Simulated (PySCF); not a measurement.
SMILES [SiH3][OH+][SiH3] (H7OSi2 (cation, charge +1)) at its CAM-B3LYP/def2-SVP optimised geometry (Å):

```
10

Si    -0.4186    -0.1630     0.0000
O     -0.8538    -0.7099    -1.6729
Si    -1.8370     0.1464    -2.9397
H      1.0549    -0.1630     0.0000
H     -1.0549     1.1664     0.0000
H     -1.0449    -1.1664     0.8787
H     -0.5185    -1.5862    -1.9382
H     -3.1360     0.3593    -2.2783
H     -1.8270    -0.8550    -4.0205
H     -1.0687     1.3758    -3.2018
```

Level of theory: CAM-B3LYP/def2-TZVP (PySCF). Cells within 0.4 Å of a nucleus heavier than hydrogen are left out (blank, or x).

Map of the deformation density (molecule minus spherical neutral atoms) (e/bohr³) on the plane z = 0.0 Å:

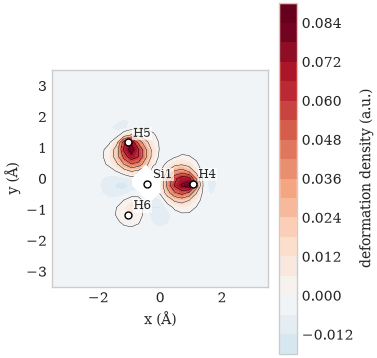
Fig. 1. Deformation density (molecule minus spherical neutral atoms) (e/bohr³) on the plane z = 0.0 Å.
